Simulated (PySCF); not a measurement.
# C₃H₅FO₂: NMR shifts at several levels of theory, part 1 of 2

Aim: compute the NMR shifts of C₃H₅FO₂ (`F[C@@H]1COCO1`) at several levels, and see how far they spread and what each costs.

The runs use PySCF 2.14.0, with density-fitted response routines of our own; the level of theory stands in each step. All values are computed, except where a source is named. Atoms count from 0, in the outputs and in this text.

## (1) Starting geometry

11 atoms, charge 0, multiplicity 1; geometry from: PBE0-D3(BJ)/def2-SVP.

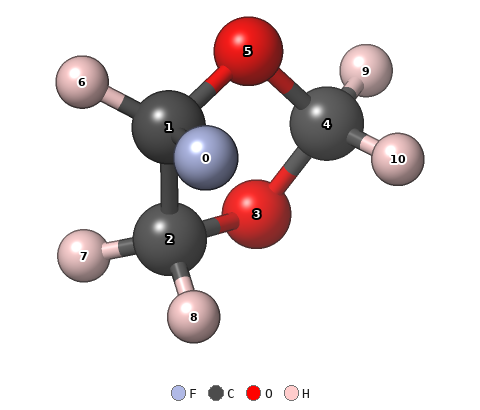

As it starts; fluorine light blue, carbon dark grey, oxygen red, hydrogen pink, atoms numbered.

## (2) NMR shieldings: HF/pcSseg-2

What the job is given:

```
{"job": {"kind": "nmr", "xc": "HF", "basis": "pcSseg-2", "pop": false}, "charge": 0, "multiplicity": 1}
F     -0.485825     1.915828     0.207015
C     -0.265124     0.821688    -0.592519
C     -1.003200    -0.393134    -0.003706
O      0.021542    -1.287281     0.348282
C      1.180587    -0.524495     0.430527
O      1.057645     0.455845    -0.573459
H     -0.547584     1.106334    -1.617076
H     -1.677451    -0.879463    -0.723275
H     -1.586739    -0.057168     0.872689
H      2.058780    -1.150072     0.219901
H      1.280491    -0.039014     1.423981
```

Level: GIAO HF/pcSseg-2 NMR shielding, non-relativistic, gas phase.

On the command line:

```console
OMP_NUM_THREADS=1 python probes_run.py task.json out
```

One launch serves the whole session: the jobs run in the order shown.

What it wrote:

```text
final grid: 94504 points
cycle   1  E = -365.6279588471  dE =  1.463e+00  |g| = 9.035e-01  |ddm| = 2.195e+00
cycle   2  E = -365.7504524667  dE = -1.225e-01  |g| = 5.403e-01  |ddm| = 6.795e-01
cycle   3  E = -365.7978469766  dE = -4.739e-02  |g| = 6.870e-02  |ddm| = 2.536e-01
cycle   4  E = -365.7993137964  dE = -1.467e-03  |g| = 1.957e-02  |ddm| = 7.283e-02
cycle   5  E = -365.7994253494  dE = -1.116e-04  |g| = 5.213e-03  |ddm| = 1.997e-02
cycle   6  E = -365.7994353704  dE = -1.002e-05  |g| = 1.716e-03  |ddm| = 6.002e-03
cycle   7  E = -365.7994365730  dE = -1.203e-06  |g| = 6.800e-04  |ddm| = 2.246e-03
cycle   8  E = -365.7994367219  dE = -1.489e-07  |g| = 1.707e-04  |ddm| = 6.835e-04
cycle   9  E = -365.7994367364  dE = -1.452e-08  |g| = 2.973e-05  |ddm| = 2.319e-04
cycle  10  E = -365.7994367369  dE = -5.020e-10  |g| = 7.045e-06  |ddm| = 4.994e-05
converged SCF energy = -365.7994367369

GIAO shielding tensors (ppm)
atom      isotropic    diamagn.    paramagn.     s11        s22        s33       span
  0 F      352.254     468.772    -116.519    271.907    385.321    399.532    127.625
  1 C       91.437     237.431    -145.995     68.031     91.323    114.956     46.925
  2 C      123.874     239.424    -115.550     96.313    118.072    157.236     60.923
  3 O      293.158     387.953     -94.794    204.942    294.472    380.061    175.120
  4 C      103.666     236.388    -132.722     72.880    106.367    131.752     58.872
  5 O      225.201     389.149    -163.948    177.085    194.414    304.104    127.019
  6 H       26.378      28.650      -2.272     22.667     25.188     31.280      8.614
  7 H       27.855      28.837      -0.981     23.747     26.362     33.456      9.709
  8 H       28.252      29.507      -1.255     24.364     27.038     33.353      8.988
  9 H       26.949      27.756      -0.807     22.628     25.450     32.768     10.140
 10 H       27.232      29.687      -2.455     22.988     25.855     32.853      9.865
```

Run time: 34 s. Hardware: 1 thread of Arm Neoverse N1, shared host; peak memory 1.1 GiB.

The references, computed at this level on geometries of the same kind, shield at (ppm): 1H TMS 31.68, 13C TMS 191.5, 19F CFCl3 245.3, 17O H2O 326.3. Their shielding less the atom's gives the shift. The references are single molecules in the gas phase, so shifts against H2O, NH3, PH3, H3PO4 or CFCl3 are not on the usual liquid scales and can be off by tens of ppm.

| atoms | environment | σ (ppm) | δ (ppm) |
| --- | --- | --- | --- |
| C1 | sp3 CH bonded to F and O | 91.4 | 100.0 |
| C4 | sp3 carbon bearing two oxygens | 103.7 | 87.8 |
| C2 | sp3 CH2 bonded to O | 123.9 | 67.6 |
| H6 | hydrogen on an sp3 CH bonded to F and O | 26.38 | 5.30 |
| H9 | hydrogen on an sp3 carbon bearing two oxygens | 26.95 | 4.73 |
| H10 | hydrogen on an sp3 carbon bearing two oxygens | 27.23 | 4.45 |
| H7 | hydrogen on an sp3 CH2 bonded to O | 27.86 | 3.83 |
| H8 | hydrogen on an sp3 CH2 bonded to O | 28.25 | 3.43 |
| F0 | fluorine on an sp3 carbon | 352.3 | -107.0 |
| O5 | ether oxygen | 225.2 | 101.1 |
| O3 | ether oxygen | 293.2 | 33.2 |

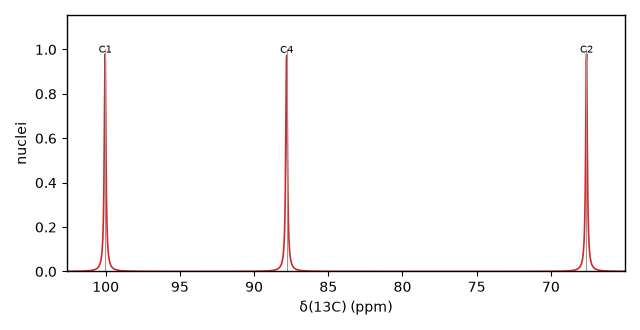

13C lines at the computed shifts, without couplings. Lines are broadened to a width of 0.13 ppm (Lorentzian).

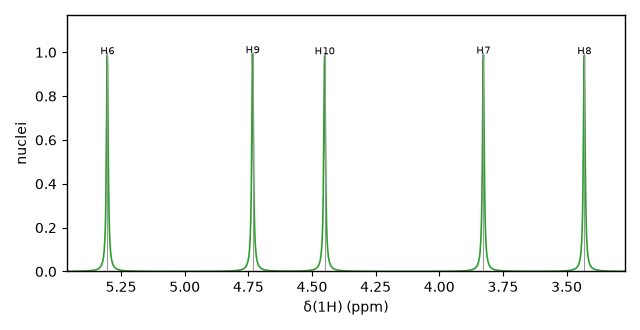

1H lines at the computed shifts, without couplings. Lines are broadened to a width of 0.01 ppm (Lorentzian).

Ring of atoms C1, C2, O3, C4, O5: NICS(0) -8.8, NICS(1) -3.0, NICS(1)zz -7.1 ppm (means of both faces).

## (3) Nuclear shieldings: LDA/pcSseg-2

Settings changed since step 2:

```diff
@@ -1,2 +1,2 @@
-{"job": {"kind": "nmr", "xc": "HF", "basis": "pcSseg-2", "pop": false}, "charge": 0, "multiplicity": 1}
+{"job": {"kind": "nmr", "xc": "LDA", "basis": "pcSseg-2", "pop": false}, "charge": 0, "multiplicity": 1}
 F     -0.485825     1.915828     0.207015
```

Level: GIAO LDA/pcSseg-2 NMR shielding, non-relativistic, gas phase.

What it wrote:

```text
coarse grid: 9616 points
cycle   1  E = -364.8626820895  dE =  8.940e-01  |g| = 9.115e-01  |ddm| = 2.359e+00
cycle   2  E = -364.4378998785  dE =  4.248e-01  |g| = 1.806e+00  |ddm| = 2.076e+00
cycle   3  E = -364.9952282883  dE = -5.573e-01  |g| = 1.507e-01  |ddm| = 1.657e+00
cycle   4  E = -364.9986155534  dE = -3.387e-03  |g| = 8.155e-02  |ddm| = 1.330e-01
cycle   5  E = -364.9996521932  dE = -1.037e-03  |g| = 2.268e-02  |ddm| = 5.511e-02
cycle   6  E = -364.9997190219  dE = -6.683e-05  |g| = 8.640e-03  |ddm| = 1.681e-02
cycle   7  E = -364.9997342930  dE = -1.527e-05  |g| = 1.012e-03  |ddm| = 6.079e-03
cycle   8  E = -364.9997344761  dE = -1.831e-07  |g| = 3.487e-04  |ddm| = 9.195e-04
final grid: 94504 points
cycle   9  E = -364.9891216760  dE = -1.179e-04  |g| = 5.187e-03  |ddm| = 4.536e-02
cycle  10  E = -364.9891106792  dE =  1.100e-05  |g| = 9.393e-03  |ddm| = 8.305e-03
cycle  11  E = -364.9891268214  dE = -1.614e-05  |g| = 1.213e-03  |ddm| = 5.384e-03
cycle  12  E = -364.9891270248  dE = -2.034e-07  |g| = 4.847e-04  |ddm| = 1.030e-03
cycle  13  E = -364.9891270626  dE = -3.780e-08  |g| = 1.331e-04  |ddm| = 3.067e-04
cycle  14  E = -364.9891270654  dE = -2.739e-09  |g| = 4.233e-05  |ddm| = 9.193e-05
cycle  15  E = -364.9891270657  dE = -2.942e-10  |g| = 7.369e-06  |ddm| = 2.640e-05
converged SCF energy = -364.9891270657

GIAO shielding tensors (ppm)
atom      isotropic    diamagn.    paramagn.     s11        s22        s33       span
  0 F      293.996     469.116    -175.120    205.723    318.456    357.810    152.087
  1 C       59.102     240.621    -181.519     22.697     63.507     91.103     68.406
  2 C       99.208     245.322    -146.114     63.863     92.242    141.520     77.658
  3 O      248.692     389.502    -140.810    148.784    236.721    360.571    211.787
  4 C       74.183     242.591    -168.408     32.538     78.369    111.642     79.104
  5 O      169.242     390.489    -221.247    120.787    127.338    259.599    138.812
  6 H       24.618      28.656      -4.038     21.081     24.144     28.629      7.548
  7 H       26.427      29.079      -2.652     22.835     25.251     31.196      8.361
  8 H       26.923      29.593      -2.670     23.116     26.156     31.498      8.382
  9 H       25.439      27.954      -2.515     21.592     24.359     30.364      8.772
 10 H       25.490      29.110      -3.620     21.130     24.705     30.637      9.507
```

Wall time 64 s (1 thread of Arm Neoverse N1, shared host); peak memory 0.94 GiB.

This run: δ C1 121.2, C4 106.1, C2 81.1, F0 -155.8, H6 6.15, H9 5.33 ppm.

## (4) Nuclear shieldings: PBE/pcSseg-2

Settings changed since step 3:

```diff
@@ -1,2 +1,2 @@
-{"job": {"kind": "nmr", "xc": "LDA", "basis": "pcSseg-2", "pop": false}, "charge": 0, "multiplicity": 1}
+{"job": {"kind": "nmr", "xc": "PBE", "basis": "pcSseg-2", "pop": false}, "charge": 0, "multiplicity": 1}
 F     -0.485825     1.915828     0.207015
```

Method: GIAO PBE/pcSseg-2 NMR shielding, non-relativistic, gas phase.

What it wrote:

```text
coarse grid: 9616 points
cycle   1  E = -367.2174799824  dE =  9.024e-01  |g| = 9.215e-01  |ddm| = 2.192e+00
cycle   2  E = -366.8061925073  dE =  4.113e-01  |g| = 1.786e+00  |ddm| = 2.128e+00
cycle   3  E = -367.3519852871  dE = -5.458e-01  |g| = 1.431e-01  |ddm| = 1.703e+00
cycle   4  E = -367.3550979868  dE = -3.113e-03  |g| = 7.566e-02  |ddm| = 1.290e-01
cycle   5  E = -367.3560247276  dE = -9.267e-04  |g| = 2.197e-02  |ddm| = 5.508e-02
cycle   6  E = -367.3560899766  dE = -6.525e-05  |g| = 7.983e-03  |ddm| = 1.686e-02
cycle   7  E = -367.3561031212  dE = -1.314e-05  |g| = 9.822e-04  |ddm| = 5.871e-03
cycle   8  E = -367.3561032849  dE = -1.637e-07  |g| = 4.324e-04  |ddm| = 9.328e-04
final grid: 94504 points
cycle   9  E = -367.3514857730  dE = -1.244e-04  |g| = 1.884e-02  |ddm| = 5.309e-02
cycle  10  E = -367.3513232336  dE =  1.625e-04  |g| = 3.608e-02  |ddm| = 2.528e-02
cycle  11  E = -367.3515480051  dE = -2.248e-04  |g| = 2.355e-03  |ddm| = 1.760e-02
cycle  12  E = -367.3515491869  dE = -1.182e-06  |g| = 6.890e-04  |ddm| = 2.616e-03
cycle  13  E = -367.3515492717  dE = -8.476e-08  |g| = 2.202e-04  |ddm| = 5.937e-04
cycle  14  E = -367.3515492784  dE = -6.739e-09  |g| = 7.312e-05  |ddm| = 1.658e-04
cycle  15  E = -367.3515492792  dE = -8.056e-10  |g| = 1.236e-05  |ddm| = 4.982e-05
converged SCF energy = -367.3515492792

GIAO shielding tensors (ppm)
atom      isotropic    diamagn.    paramagn.     s11        s22        s33       span
  0 F      295.059     469.730    -174.671    208.391    323.340    353.445    145.054
  1 C       61.451     240.549    -179.097     25.711     66.238     92.405     66.694
  2 C      100.296     244.959    -144.663     66.465     93.155    141.266     74.801
  3 O      243.900     389.613    -145.712    148.351    233.850    349.500    201.149
  4 C       75.843     241.929    -166.087     35.187     80.101    112.240     77.052
  5 O      169.705     390.748    -221.044    122.896    132.269    253.950    131.054
  6 H       25.122      28.795      -3.673     21.593     24.699     29.075      7.482
  7 H       26.932      29.293      -2.361     23.415     25.745     31.637      8.221
  8 H       27.391      30.033      -2.642     23.665     26.628     31.880      8.215
  9 H       25.925      28.162      -2.237     22.135     24.841     30.798      8.663
 10 H       25.965      29.661      -3.696     21.647     25.156     31.092      9.445
```

Run time: 78 s. Hardware: 1 thread of Arm Neoverse N1, shared host; peak memory 0.87 GiB.

Key values: δ C1 117.9, C4 103.5, C2 79.1, F0 -152.1, H6 6.06, H9 5.25 ppm.

## (5) NMR shieldings: BLYP/pcSseg-2

Settings changed since step 4:

```diff
@@ -1,2 +1,2 @@
-{"job": {"kind": "nmr", "xc": "PBE", "basis": "pcSseg-2", "pop": false}, "charge": 0, "multiplicity": 1}
+{"job": {"kind": "nmr", "xc": "BLYP", "basis": "pcSseg-2", "pop": false}, "charge": 0, "multiplicity": 1}
 F     -0.485825     1.915828     0.207015
```

With the program's defaults for keys left out, this is: GIAO BLYP/pcSseg-2 NMR shielding, non-relativistic, gas phase.

What it wrote:

```text
coarse grid: 9616 points
cycle   1  E = -367.5036016342  dE =  9.095e-01  |g| = 1.019e+00  |ddm| = 2.178e+00
cycle   2  E = -366.9720589498  dE =  5.315e-01  |g| = 2.010e+00  |ddm| = 2.537e+00
cycle   3  E = -367.6636244038  dE = -6.916e-01  |g| = 1.639e-01  |ddm| = 2.120e+00
cycle   4  E = -367.6675318172  dE = -3.907e-03  |g| = 9.186e-02  |ddm| = 1.520e-01
cycle   5  E = -367.6688618706  dE = -1.330e-03  |g| = 2.707e-02  |ddm| = 6.638e-02
cycle   6  E = -367.6689608197  dE = -9.895e-05  |g| = 9.209e-03  |ddm| = 2.019e-02
cycle   7  E = -367.6689785733  dE = -1.775e-05  |g| = 1.153e-03  |ddm| = 6.814e-03
cycle   8  E = -367.6689788080  dE = -2.346e-07  |g| = 4.418e-04  |ddm| = 1.108e-03
final grid: 94504 points
cycle   9  E = -367.6671950872  dE = -1.289e-04  |g| = 1.078e-02  |ddm| = 4.932e-02
cycle  10  E = -367.6671459627  dE =  4.912e-05  |g| = 2.001e-02  |ddm| = 1.531e-02
cycle  11  E = -367.6672165941  dE = -7.063e-05  |g| = 1.862e-03  |ddm| = 1.004e-02
cycle  12  E = -367.6672171750  dE = -5.809e-07  |g| = 6.533e-04  |ddm| = 1.910e-03
cycle  13  E = -367.6672172440  dE = -6.896e-08  |g| = 2.264e-04  |ddm| = 5.152e-04
cycle  14  E = -367.6672172514  dE = -7.402e-09  |g| = 9.541e-05  |ddm| = 1.762e-04
cycle  15  E = -367.6672172529  dE = -1.535e-09  |g| = 1.173e-05  |ddm| = 5.958e-05
cycle  16  E = -367.6672172529  dE = -2.206e-11  |g| = 4.825e-06  |ddm| = 1.036e-05
converged SCF energy = -367.6672172529

GIAO shielding tensors (ppm)
atom      isotropic    diamagn.    paramagn.     s11        s22        s33       span
  0 F      293.563     470.562    -176.998    205.905    322.646    352.140    146.235
  1 C       56.285     237.860    -181.575     20.714     61.140     87.002     66.288
  2 C       95.114     241.948    -146.834     61.516     87.840    135.985     74.469
  3 O      239.414     389.923    -150.509    144.974    229.794    343.473    198.499
  4 C       71.010     238.703    -167.692     30.714     75.076    107.241     76.528
  5 O      165.581     391.059    -225.478    119.473    128.553    248.717    129.245
  6 H       25.319      28.906      -3.587     21.813     25.005     29.138      7.325
  7 H       27.111      29.463      -2.352     23.687     26.000     31.646      7.960
  8 H       27.559      29.989      -2.430     23.915     26.886     31.876      7.962
  9 H       26.108      28.397      -2.288     22.383     25.092     30.851      8.468
 10 H       26.117      29.491      -3.374     21.840     25.409     31.103      9.263
```

Run time: 82 s. Hardware: 1 thread of Arm Neoverse N1, shared host; peak memory 0.87 GiB.

This run: δ C1 118.7, C4 104.0, C2 79.9, F0 -150.4, H6 6.06, H9 5.27 ppm.

## (6) NMR shieldings: BP86/pcSseg-2

Settings changed since step 5:

```diff
@@ -1,2 +1,2 @@
-{"job": {"kind": "nmr", "xc": "BLYP", "basis": "pcSseg-2", "pop": false}, "charge": 0, "multiplicity": 1}
+{"job": {"kind": "nmr", "xc": "BP86", "basis": "pcSseg-2", "pop": false}, "charge": 0, "multiplicity": 1}
 F     -0.485825     1.915828     0.207015
```

Level: GIAO BP86/pcSseg-2 NMR shielding, non-relativistic, gas phase.

What it wrote:

```text
coarse grid: 9616 points
cycle   1  E = -367.6111712502  dE =  9.076e-01  |g| = 9.456e-01  |ddm| = 2.193e+00
cycle   2  E = -367.1891070142  dE =  4.221e-01  |g| = 1.819e+00  |ddm| = 1.991e+00
cycle   3  E = -367.7515034828  dE = -5.624e-01  |g| = 1.428e-01  |ddm| = 1.575e+00
cycle   4  E = -367.7546438848  dE = -3.140e-03  |g| = 7.507e-02  |ddm| = 1.245e-01
cycle   5  E = -367.7555610662  dE = -9.172e-04  |g| = 2.196e-02  |ddm| = 5.245e-02
cycle   6  E = -367.7556285320  dE = -6.747e-05  |g| = 7.964e-03  |ddm| = 1.597e-02
cycle   7  E = -367.7556415906  dE = -1.306e-05  |g| = 1.074e-03  |ddm| = 5.743e-03
cycle   8  E = -367.7556417658  dE = -1.752e-07  |g| = 5.580e-04  |ddm| = 1.044e-03
final grid: 94504 points
cycle   9  E = -367.7526390765  dE = -1.408e-04  |g| = 9.576e-03  |ddm| = 4.908e-02
cycle  10  E = -367.7525991411  dE =  3.994e-05  |g| = 1.774e-02  |ddm| = 1.278e-02
cycle  11  E = -367.7526548004  dE = -5.566e-05  |g| = 1.495e-03  |ddm| = 8.930e-03
cycle  12  E = -367.7526552545  dE = -4.541e-07  |g| = 5.572e-04  |ddm| = 1.665e-03
cycle  13  E = -367.7526553149  dE = -6.038e-08  |g| = 1.506e-04  |ddm| = 4.589e-04
cycle  14  E = -367.7526553176  dE = -2.774e-09  |g| = 6.862e-05  |ddm| = 1.129e-04
cycle  15  E = -367.7526553183  dE = -6.871e-10  |g| = 8.426e-06  |ddm| = 4.098e-05
converged SCF energy = -367.7526553183

GIAO shielding tensors (ppm)
atom      isotropic    diamagn.    paramagn.     s11        s22        s33       span
  0 F      296.840     469.351    -172.510    210.414    325.621    354.487    144.073
  1 C       61.473     240.292    -178.819     25.844     66.266     92.310     66.465
  2 C      100.198     244.543    -144.345     66.435     93.226    140.935     74.500
  3 O      244.945     388.769    -143.823    149.231    236.727    348.878    199.648
  4 C       75.781     241.612    -165.831     35.247     80.290    111.805     76.559
  5 O      170.992     389.932    -218.941    124.813    133.470    254.692    129.879
  6 H       25.194      28.794      -3.600     21.685     24.783     29.113      7.429
  7 H       27.007      29.270      -2.262     23.495     25.821     31.707      8.212
  8 H       27.449      29.955      -2.506     23.735     26.681     31.931      8.196
  9 H       26.001      28.134      -2.132     22.210     24.924     30.870      8.660
 10 H       26.027      29.580      -3.553     21.724     25.207     31.150      9.427
```

It took 77 s on 1 thread of Arm Neoverse N1, shared host; peak memory 0.87 GiB.

In short: δ C1 117.7, C4 103.4, C2 79.0, F0 -152.9, H6 6.04, H9 5.23 ppm.

## (7) Shielding tensors: OPBE/pcSseg-2

Settings changed since step 6:

```diff
@@ -1,2 +1,2 @@
-{"job": {"kind": "nmr", "xc": "BP86", "basis": "pcSseg-2", "pop": false}, "charge": 0, "multiplicity": 1}
+{"job": {"kind": "nmr", "xc": "OPBE", "basis": "pcSseg-2", "pop": false}, "charge": 0, "multiplicity": 1}
 F     -0.485825     1.915828     0.207015
```

With the program's defaults for keys left out, this is: GIAO OPBE/pcSseg-2 NMR shielding, non-relativistic, gas phase.

What it wrote:

```text
coarse grid: 9616 points
cycle   1  E = -367.4466042242  dE =  8.876e-01  |g| = 8.726e-01  |ddm| = 2.206e+00
cycle   2  E = -367.1247840653  dE =  3.218e-01  |g| = 1.604e+00  |ddm| = 2.021e+00
cycle   3  E = -367.5707642153  dE = -4.460e-01  |g| = 1.173e-01  |ddm| = 1.552e+00
cycle   4  E = -367.5728909494  dE = -2.127e-03  |g| = 6.316e-02  |ddm| = 1.114e-01
cycle   5  E = -367.5736080681  dE = -7.171e-04  |g| = 1.845e-02  |ddm| = 4.987e-02
cycle   6  E = -367.5736564807  dE = -4.841e-05  |g| = 7.172e-03  |ddm| = 1.515e-02
cycle   7  E = -367.5736665698  dE = -1.009e-05  |g| = 1.283e-03  |ddm| = 5.434e-03
cycle   8  E = -367.5736667994  dE = -2.296e-07  |g| = 7.251e-04  |ddm| = 1.217e-03
final grid: 94504 points
cycle   9  E = -367.5673769813  dE = -2.512e-04  |g| = 3.082e-02  |ddm| = 7.510e-02
cycle  10  E = -367.5669364161  dE =  4.406e-04  |g| = 5.902e-02  |ddm| = 4.707e-02
cycle  11  E = -367.5675331215  dE = -5.967e-04  |g| = 3.319e-03  |ddm| = 3.388e-02
cycle  12  E = -367.5675354846  dE = -2.363e-06  |g| = 1.133e-03  |ddm| = 3.432e-03
cycle  13  E = -367.5675356918  dE = -2.072e-07  |g| = 4.142e-04  |ddm| = 8.105e-04
cycle  14  E = -367.5675357180  dE = -2.623e-08  |g| = 1.252e-04  |ddm| = 3.326e-04
cycle  15  E = -367.5675357206  dE = -2.618e-09  |g| = 3.707e-05  |ddm| = 1.042e-04
cycle  16  E = -367.5675357208  dE = -2.042e-10  |g| = 1.487e-05  |ddm| = 3.119e-05
converged SCF energy = -367.5675357208

GIAO shielding tensors (ppm)
atom      isotropic    diamagn.    paramagn.     s11        s22        s33       span
  0 F      303.553     470.094    -166.541    221.635    332.709    356.316    134.682
  1 C       70.388     244.621    -174.233     35.815     75.025    100.323     64.508
  2 C      108.156     249.321    -141.166     75.331    100.763    148.373     73.042
  3 O      248.776     391.176    -142.401    156.140    240.325    349.862    193.723
  4 C       83.785     246.056    -162.271     44.125     87.929    119.300     75.175
  5 O      179.340     392.435    -213.094    133.210    145.355    259.456    126.245
  6 H       25.200      28.789      -3.588     21.663     24.657     29.281      7.618
  7 H       27.040      29.336      -2.296     23.449     25.741     31.929      8.481
  8 H       27.441      30.524      -3.083     23.689     26.561     32.072      8.383
  9 H       25.995      27.999      -2.004     22.169     24.827     30.989      8.820
 10 H       26.086      30.428      -4.342     21.792     25.111     31.356      9.564
```

Wall time 81 s (1 thread of Arm Neoverse N1, shared host); peak memory 0.87 GiB.

Key values: δ C1 114.0, C4 100.6, C2 76.3, F0 -148.4, H6 6.00, H9 5.20 ppm.

(Continued in part 2 of 2.)
